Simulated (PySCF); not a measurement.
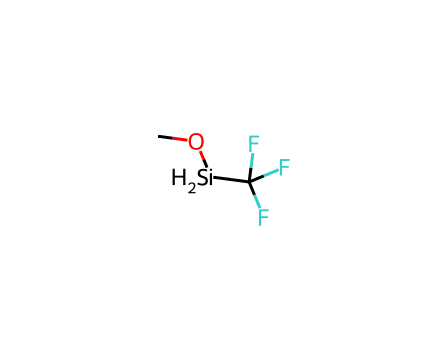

The drawing above gives the connectivity. The geometry was computed by an optimisation with PBE0-D3(BJ)/def2-SVP. No frequency run is at hand to confirm it as a minimum.

Describe the 3D structure.

Formula C₂H₅F₃OSi. SMILES: `CO[SiH2]C(F)(F)F`. It has no ring. Among its groups: C–F bond, Si–H bond, Si–O bond. Coordination: 2 C tetrahedral; 1 O bent; 1 Si tetrahedral.

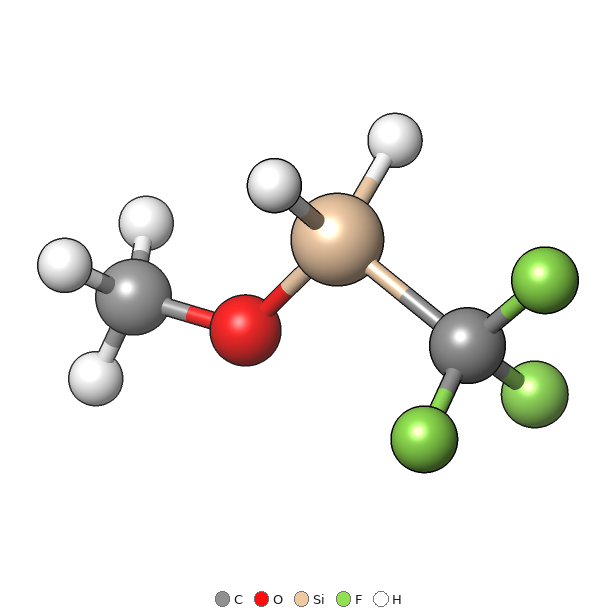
